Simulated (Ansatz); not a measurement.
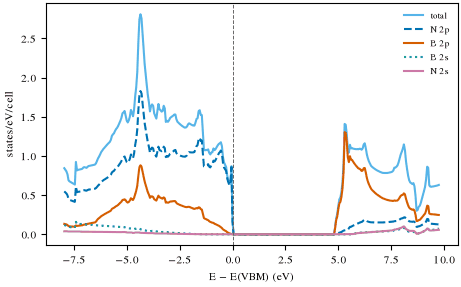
Figure: Total and projected density of states of BN in space group P6_3/mmc (No. 194; B on 2c, N on 2d), DFT-r²SCAN+D4 in the program Ansatz with PAW potentials

Q: Which orbitals carry the states next to the gap?

A: Top 1 eV of the valence band: N 2p 91 %, B 2p 8 %. Bottom 1 eV of the conduction band: B 2p 89 %, N 2p 6 %. Projections are on Löwdin-orthogonalised atomic valence shells; empty p or d shells of many metals are not among them.

Q: Where is the tallest occupied peak in this window, and what makes it?

A: Near -4.4 eV, about 2.8 states/eV per cell; the largest projected share is N 2p.

The r²SCAN+D4 relaxation kept the symmetry of its start.

Potentials: the later of the program's two PAW sets.
